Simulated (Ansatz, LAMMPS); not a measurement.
# Elastic response of glassy 63SiO2-14B2O3-11Na2O-11CaO (mol %) (111 atoms)

Aim: relax glassy 63SiO2-14B2O3-11Na2O-11CaO (mol %) (111 atoms), then change its volume and shape to read moduli from the stress.

Method: Kohn-Sham DFT, PBEsol, PAW (set soft_2), plane waves, in Ansatz 0.2.0.

## (1) Starting point

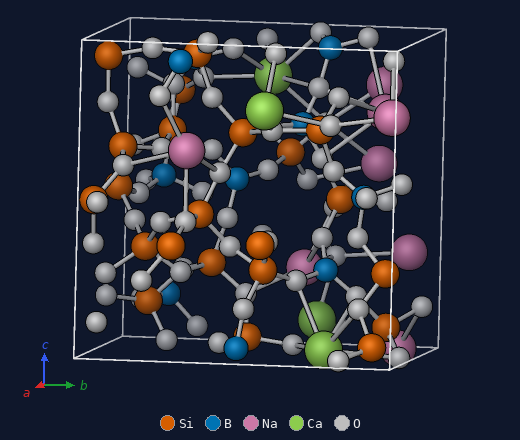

The cell as given, slightly off an axis (silicon orange, boron blue, sodium pink, calcium green, oxygen light grey). Bonds to atoms that aren't drawn are left out. Some periodic images of atoms are drawn too.

The cell holds 111 atoms: 22 Si, 10 B, 8 Na, 4 Ca and 67 O. Cell: a = 11.089 Å, b = 11.089 Å, c = 11.089 Å, α = 90.0°, β = 90.0°, γ = 90.0°. 111 atoms (22 Si, 10 B, 8 Na, 4 Ca, 67 O) placed at random at 2.33 g/cm³, melted at 3000 K for 20 ps at fixed volume with the Buckingham and Coulomb pair potential of Guillot and Sator (Geochim. Cosmochim. Acta 71, 1249 (2007)) with the boron terms of Wang et al. (J. Non-Cryst. Solids 498, 294 (2018)). Quenched from 3000 K to 300 K at 10 K/ps and fixed volume, held 10 ps at zero pressure.

What the set-up can't give: The quench rate of 10 K/ps is many orders above laboratory rates, so the cell is likely richer in defects and strain than a real sample. The network of bonds at the start is that of the classical potential that made the cell, and needn't be the one that DFT or experiment would give. Only the Γ point is sampled.

## (2) Single point at the start

A single point comes first, to see the forces before anything moves.

Input file input.yaml:

```yaml
crystal:
  lattice:
    - [11.08857, 0.0, 0.0]
    - [0.0, 11.08857, 0.0]
    - [0.0, 0.0, 11.08857]
  atoms:
    - { symbol: Si, position: [0.86494, 0.921, 0.05758] }
    - { symbol: Si, position: [0.66119, 0.08699, 0.64645] }
    - { symbol: Si, position: [0.72801, 0.55, 0.27824] }
    - { symbol: Si, position: [0.26456, 0.11906, 0.1348] }
    - { symbol: Si, position: [0.36486, 0.73466, 0.48144] }
    - { symbol: Si, position: [0.71727, 0.34385, 0.44545] }
    - { symbol: Si, position: [0.42945, 0.20743, 0.68487] }
    - { symbol: Si, position: [0.554, 0.14895, 0.32663] }
    - { symbol: Si, position: [0.98257, 0.57779, 0.37436] }
    - { symbol: Si, position: [0.85798, 0.02916, 0.48968] }
    - { symbol: Si, position: [0.37302, 0.33318, 0.26981] }
    - { symbol: Si, position: [0.7119, 0.9351, 0.27931] }
    - { symbol: Si, position: [0.12305, 0.53616, 0.60592] }
    - { symbol: Si, position: [0.99338, 0.29778, 0.36348] }
    - { symbol: Si, position: [0.64322, 0.03215, 0.92746] }
    - { symbol: Si, position: [0.10566, 0.18208, 0.78843] }
    - { symbol: Si, position: [0.43943, 0.46224, 0.04522] }
    - { symbol: Si, position: [0.43554, 0.89919, 0.09068] }
    - { symbol: Si, position: [0.72457, 0.7204, 0.72334] }
    - { symbol: Si, position: [0.66285, 0.31635, 0.94564] }
    - { symbol: Si, position: [0.35215, 0.02913, 0.49824] }
    - { symbol: Si, position: [0.64062, 0.4624, 0.70029] }
    - { symbol: B, position: [0.42781, 0.61844, 0.71885] }
    - { symbol: B, position: [0.99215, 0.31254, 0.94285] }
    - { symbol: B, position: [0.80372, 0.48292, 0.03523] }
    - { symbol: B, position: [0.32671, 0.25726, 0.9077] }
    - { symbol: B, position: [0.00945, 0.1439, 0.14019] }
    - { symbol: B, position: [0.35209, 0.68881, 0.95468] }
    - { symbol: B, position: [0.6895, 0.85762, 0.51505] }
    - { symbol: B, position: [0.52465, 0.71817, 0.27011] }
    - { symbol: B, position: [0.33492, 0.4009, 0.53169] }
    - { symbol: B, position: [0.112, 0.13567, 0.51884] }
    - { symbol: Na, position: [0.88667, 0.32329, 0.65621] }
    - { symbol: Na, position: [0.0768, 0.82107, 0.82389] }
    - { symbol: Na, position: [0.42345, 0.87858, 0.76375] }
    - { symbol: Na, position: [0.02565, 0.80232, 0.57267] }
    - { symbol: Na, position: [0.16918, 0.89805, 0.00625] }
    - { symbol: Na, position: [0.919, 0.97566, 0.78417] }
    - { symbol: Na, position: [0.08481, 0.91369, 0.30219] }
    - { symbol: Na, position: [0.26462, 0.6106, 0.25684] }
    - { symbol: Ca, position: [0.94926, 0.57641, 0.79419] }
    - { symbol: Ca, position: [0.20363, 0.48767, 0.85062] }
    - { symbol: Ca, position: [0.64272, 0.73545, 0.02812] }
    - { symbol: Ca, position: [0.0206, 0.61725, 0.07527] }
    - { symbol: O, position: [0.3679, 0.88138, 0.48217] }
    - { symbol: O, position: [0.21573, 0.26876, 0.83806] }
    - { symbol: O, position: [0.79723, 0.36834, 0.99102] }
    - { symbol: O, position: [0.12526, 0.07521, 0.13166] }
    - { symbol: O, position: [0.85964, 0.77299, 0.7483] }
    - { symbol: O, position: [0.86345, 0.32146, 0.43121] }
    - { symbol: O, position: [0.1198, 0.04496, 0.8542] }
    - { symbol: O, position: [0.37721, 0.32678, 0.62432] }
    - { symbol: O, position: [0.0288, 0.67236, 0.27833] }
    - { symbol: O, position: [0.98233, 0.20497, 0.25085] }
    - { symbol: O, position: [0.3803, 0.38044, 0.41153] }
    - { symbol: O, position: [0.5401, 0.95897, 0.00413] }
    - { symbol: O, position: [0.66697, 0.43477, 0.3441] }
    - { symbol: O, position: [0.67015, 0.75706, 0.59215] }
    - { symbol: O, position: [0.13984, 0.64928, 0.70345] }
    - { symbol: O, position: [0.57442, 0.39321, 0.03445] }
    - { symbol: O, position: [0.60662, 0.03367, 0.24239] }
    - { symbol: O, position: [0.63929, 0.0329, 0.78113] }
    - { symbol: O, position: [0.63158, 0.96782, 0.55483] }
    - { symbol: O, position: [0.0251, 0.43867, 0.3348] }
    - { symbol: O, position: [0.4082, 0.67985, 0.61121] }
    - { symbol: O, position: [0.43738, 0.0961, 0.39954] }
    - { symbol: O, position: [0.98118, 0.24888, 0.83214] }
    - { symbol: O, position: [0.97329, 0.83299, 0.02005] }
    - { symbol: O, position: [0.31483, 0.18778, 0.01736] }
    - { symbol: O, position: [0.83226, 0.57787, 0.37521] }
    - { symbol: O, position: [0.23762, 0.63908, 0.99276] }
    - { symbol: O, position: [0.44462, 0.69165, 0.36436] }
    - { symbol: O, position: [0.65416, 0.17225, 0.95687] }
    - { symbol: O, position: [0.37946, 0.07746, 0.63076] }
    - { symbol: O, position: [0.74466, 0.57027, 0.71739] }
    - { symbol: O, position: [0.66689, 0.83826, 0.38501] }
    - { symbol: O, position: [0.79761, 0.58443, 0.96331] }
    - { symbol: O, position: [0.2763, 0.22889, 0.24059] }
    [... 27 atom lines left out ...]
    - { symbol: O, position: [0.01561, 0.43693, 0.94991] }
    - { symbol: O, position: [0.61894, 0.63928, 0.24021] }
    - { symbol: O, position: [0.50034, 0.25472, 0.24597] }
    - { symbol: O, position: [0.99838, 0.06205, 0.49268] }
    - { symbol: O, position: [0.68743, 0.39967, 0.57604] }
    - { symbol: O, position: [0.3794, 0.65963, 0.83016] }
kpoints:
  mp_grid: { grid: [1, 1, 1] }
hamiltonian:
  xc: pbesol
scf:
  occupations: { method: gaussian, width: 0.025 }
output:
  forces: true
```

On the command line:

```console
ansatz run input.yaml --threads 4 --pin off --max-ram 8192MiB --backend cpu --events-out ev --progress --plain --runs-dir out
```

Numbers of over 12 decimals in the logs are rounded to 6 here.

What it wrote:

```text
Engine: ansatz 0.2.0, x86_64-unknown-linux-gnu
Pseudopotentials: kind: paw
Pseudopotential: Si, paw, valence charge 4, recommended cutoff 420 eV (normal), Si.paw.azcp
Pseudopotential: B, paw, valence charge 3, recommended cutoff 420 eV (normal), B.paw.azcp
Pseudopotential: Na, paw, valence charge 9, recommended cutoff 420 eV (normal), Na.paw.azcp
Pseudopotential: Ca, paw, valence charge 10, recommended cutoff 420 eV (normal), Ca.paw.azcp
Pseudopotential: O, paw, valence charge 6, recommended cutoff 420 eV (normal), O.paw.azcp
Functional definition: PBEsol
  exchange = pbesol_x
  correlation = pbesol_c
Crystal: 111 atoms, lattice volume = 1363.410 Å³
Basis set: ecut = 420 eV, 26745 PW (Γ), exchange–correlation on 150×150×150 points (8 copies of the dense FFT grid, shifted against one another)
Bands: 427, of which v1, the nominal top of the filled ones, is band 316 counted from 1 (315 counted from 0)
Symmetry: 1 space group operations
Space group: P1 (ITA 1), of the structure as read, at distance tolerance 1.1e-4 Å
k-points: 1
Non-local potential: Si, projectors of the file, l = 0: 2, l = 1: 2, l = 2: 2
Non-local potential: B, projectors of the file, l = 0: 2, l = 1: 2, l = 2: 1
Non-local potential: Na, projectors of the file, l = 0: 3, l = 1: 2, l = 2: 1
Non-local potential: Ca, projectors of the file, l = 0: 3, l = 1: 2, l = 2: 2
Non-local potential: O, projectors of the file, l = 0: 2, l = 1: 2, l = 2: 1
PAW form: soft (Blöchl's): semilocal exchange-correlation on the pseudo side does not see the compensation charge
PAW frozen core: Si, regenerated for the run's functional, and the local potential with it (the file was generated under x = pbe(κ = 0.804, μ = 0.219515), c = pbe(β = 0.066725))
PAW frozen core: B, regenerated for the run's functional, and the local potential with it (the file was generated under x = pbe(κ = 0.804, μ = 0.219515), c = pbe(β = 0.066725))
PAW frozen core: Na, regenerated for the run's functional, and the local potential with it (the file was generated under x = pbe(κ = 0.804, μ = 0.219515), c = pbe(β = 0.066725))
PAW frozen core: Ca, regenerated for the run's functional, and the local potential with it (the file was generated under x = pbe(κ = 0.804, μ = 0.219515), c = pbe(β = 0.066725))
PAW frozen core: O, regenerated for the run's functional, and the local potential with it (the file was generated under x = pbe(κ = 0.804, μ = 0.219515), c = pbe(β = 0.066725))
PAW one-centre angular grid: Si, 110 points (default); XC on 64 Gauss nodes
PAW one-centre angular grid: B, 110 points (default); XC on 64 Gauss nodes
PAW one-centre angular grid: Na, 110 points (default); XC on 64 Gauss nodes
PAW one-centre angular grid: Ca, 110 points (default); XC on 64 Gauss nodes
PAW one-centre angular grid: O, 110 points (default); XC on 64 Gauss nodes
Initial density: superposition of atomic densities (neutral atoms: chi_scale 0, normalization atom), corrected by the library's trained network
Initial wavefunctions: pseudopotential atomic-orbital guess
Functional: x = pbesol(κ = 0.804, μ = 0.123457), c = pbesol(β = 0.046)
SCF iter   1: F=—  HF=-71867.108757 eV  |F-HF|=—  |Δ(HF+E_count)|=         —  Δρ=1.18e-2  dr2=1.60e0  ethr=1.77e-3  ⟨swp⟩=7.0  Hψ=2067  notcnv=0  defer=96
preconditioner: auto → Resta (q_TF=auto, 2.400 Å⁻¹)  ε∞=3.2  [insulator: Δε(μ)=2.495 eV  Ē_g=16.871 eV  σ=0.025 eV  W_gap=1.00  n_scr=304 (ndim 8)  ℏωp=24.8 eV  f_vac=0.123  D(μ)=0.00/eV (n_scr^D=0)  ε∞_Penn≈3.2]
SCF iter   2: F=—  HF=-71866.648356 eV  |F-HF|=—  |Δ(HF+E_count)|=   4.60e-1  Δρ=2.27e-3  dr2=7.89e-2  ethr=2.54e-4  ⟨swp⟩=2.0  Hψ=697  notcnv=0  defer=107
SCF iter   3: F=—  HF=-71866.636988 eV  |F-HF|=—  |Δ(HF+E_count)|=   1.14e-2  Δρ=1.08e-3  dr2=2.58e-2  ethr=1.25e-5  ⟨swp⟩=2.0  Hψ=534  notcnv=0  defer=46
automatic band count: iteration 3 solves 366 bands in place of 427: the levels show a gap, and the empty bands left out lie too high to hold charge; the band table lists the bands solved (type scf.n_extra_bands for more)
SCF iter   4: F=—  HF=-71866.633641 eV  |F-HF|=—  |Δ(HF+E_count)|=   3.35e-3  Δρ=6.77e-4  dr2=6.67e-3  ethr=4.08e-6  ⟨swp⟩=2.0  Hψ=535  notcnv=0  defer=46
SCF iter   5: F=—  HF=-71866.632488 eV  |F-HF|=—  |Δ(HF+E_count)|=   1.15e-3  Δρ=1.81e-4  dr2=5.44e-4  ethr=1.06e-6  ⟨swp⟩=2.0  Hψ=543  notcnv=0  defer=46
SCF iter   6: F=—  HF=-71866.632626 eV  |F-HF|=—  |Δ(HF+E_count)|=   1.38e-4  Δρ=1.09e-4  dr2=1.41e-4  ethr=8.60e-8  ⟨swp⟩=2.0  Hψ=719  notcnv=0  defer=46
SCF iter   7: F=—  HF=-71866.632638 eV  |F-HF|=—  |Δ(HF+E_count)|=   1.18e-5  Δρ=3.28e-5  dr2=1.55e-5  ethr=2.23e-8  ⟨swp⟩=2.0  Hψ=543  notcnv=0  defer=46
SCF iter   8: F=—  HF=-71866.630785 eV  |F-HF|=—  |Δ(HF+E_count)|=   1.85e-3  Δρ=1.51e-5  dr2=2.88e-6  ethr=2.46e-9  ⟨swp⟩=2.0  Hψ=636  notcnv=0  defer=46
SCF iter   9: F=—  HF=-71866.630787 eV  |F-HF|=—  |Δ(HF+E_count)|=   2.21e-6  Δρ=6.24e-6  dr2=5.96e-7  ethr=4.56e-10  ⟨swp⟩=2.0  Hψ=617  notcnv=0  defer=46
SCF iter  10: F=-71866.630788 eV  HF=-71866.630788 eV  |F-HF|=1.30e-7  |Δ(HF+E_count)|=   5.93e-7  Δρ=2.36e-6  dr2=9.36e-8  ethr=1.58e-11  ⟨swp⟩=3.0  Hψ=1316  notcnv=0
SCF 1 converged in 10 iterations: F = -71866.630788 eV  dr2 = 9.36e-8
  greatest PAW one-centre occupation: 0.999 electrons in one spin orbital (limit 2), on the Na atom at site 36 (counted from 0), in its partial waves of l = 0
SCF converged after 10 iterations
Free energy (F): -71866.630788 eV
Harris-Foulkes:  -71866.630788 eV  (|F-HF|=1.30e-7)
Internal energy: -71866.630788 eV  (E = F + TS)
E sigma→0 (E₀):  -71866.630788 eV
Fermi energy:    6.127145 eV
--- Per-component energies (eV) ---
  E_band       = -4136.786611
  E_kinetic    = 15408.471321
  E_local      = -45291.593661  (includes V_loc(G=0)·N_el)
  E_nonlocal   = 5067.017085
  E_hartree    = 16285.309345
  E_xc         = -7275.137435
  E_vxc        = -8781.674596  (∫ρ·V_xc dr)
  E_paw        = -27368.735826  (= ΣΔE_a)
  E_vpaw       = -3109.802191  (= ΣTr[D̂ρ^β])
  E_aug_tail   = 0.170131  (compensation charges beyond the density's cutoff)
  E_ewald      = -28696.250209
  E_core_change = 4.118461  (= ΣΔE_core)
  E_smearing   = -0.000000  (= −TS)
  E_closure    = 0.000000  (closes the sum)
  Σ components = -71866.630788   (vs F -71866.630788, Δ=0.00e0)
--- Forces (eV/Å), atoms counted from 1 ---
  atom   1  Si     2.21548095     3.60042617     2.23017990
  atom   2  Si    -1.73680142    -3.92879714    -2.20988293
  atom   3  Si     1.24639533    -2.00334758     0.71422641
  atom   4  Si    -0.79446070     4.29883052    -0.58947632
  atom   5  Si    -3.50789243    -0.31534480    -0.41398440
  atom   6  Si     0.90941140    -0.84262471    -2.11813547
  atom   7  Si    -0.33666617    -1.01508426     0.23908380
  atom   8  Si     0.70019009    -0.74904597     0.92424095
  atom   9  Si    -0.92169195    -2.22874049    -0.92779037
  atom  10  Si     0.00335849    -2.24936019    -1.64797594
  atom  11  Si     1.61005612    -2.73687831     1.74817351
  atom  12  Si     0.05976905     0.89436811     3.49316300
  atom  13  Si    -0.09940399     1.04130049     1.51666397
  atom  14  Si     0.03114566    -0.45619313    -0.98385255
[...]
atom 110  O     -0.21538053    -0.19694175     0.71397947
  atom 111  O     -0.04342489     0.08182083    -2.57288077
  max |Σ_I F_I| component: 3.65e-5 eV/Å
```

It took 9.5 s on 4 threads of Intel Xeon Platinum 8559C (Emerald Rapids), shared host; peak memory 2 GiB; 34 s of CPU time.

The r.m.s. force at the start is 1.1 eV/Å.

(Continued in part 2 of 5.)

[Logs are printed without paths, hosts, clocks, repeated set-up lines and the standing remarks that a program may print on its own settings, such as how far it seeks lower states.]

[Hosts, paths, dates, database ids (printed as entryN), source tags and the programs' standing remarks are cut or masked in the printed files.]
